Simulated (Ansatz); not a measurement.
Sn (beta-Sn type, space group I4_1/amd)

```xyz
2
Lattice="-2.9439 2.9439 1.5923 2.9439 -2.9439 1.5923 2.9439 2.9439 -1.5923" Properties=species:S:1:pos:R:3 pbc="T T T"
Sn     0.0000     2.9439     0.7961
Sn     0.0000     0.0000     0.0000
```

Two coordinates are scanned: the volume, and the ratio of the stretch along z (the conventional c axis) to the stretch across it. Atoms keep their fractional coordinates.

These are r2SCAN (plane waves to 500 eV, PAW, scalar-relativistic; Ansatz, a program for electronic structure) values and carry that method's errors. k mesh 17×17×17 (Γ-centred), Fermi-Dirac smearing 0.05 eV. E stands for the smeared free energy. Stress and pressure are positive under compression. With partly filled bands, the response to shear is sensitive to the k mesh, so small differences along c/a are uncertain. Sn was relaxed with its symmetry unable to fall. The PAW data are Ansatz's earlier set. The zero of ΔE is the relaxed starting cell.

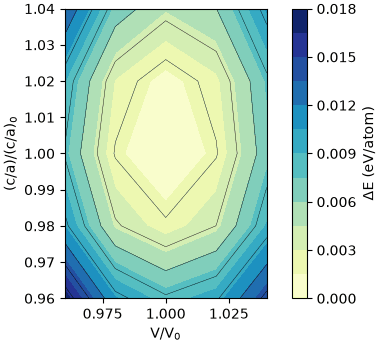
ΔE (eV/atom) over the 5×5 grid of computed points.

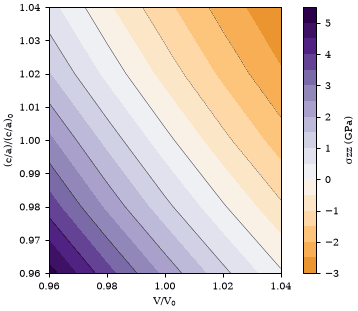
Figure: σzz (GPa) over the 5×5 grid of computed points.

Highest place on the grid: V/V₀ = 0.960, (c/a)/(c/a)₀ = 0.960 (17 meV/atom). Lowest place on the grid: V/V₀ = 1.000, (c/a)/(c/a)₀ = 1.000 (0 meV/atom).

(Under strain, the slope of the energy per volume gives the stress and its curvature an elastic modulus.)
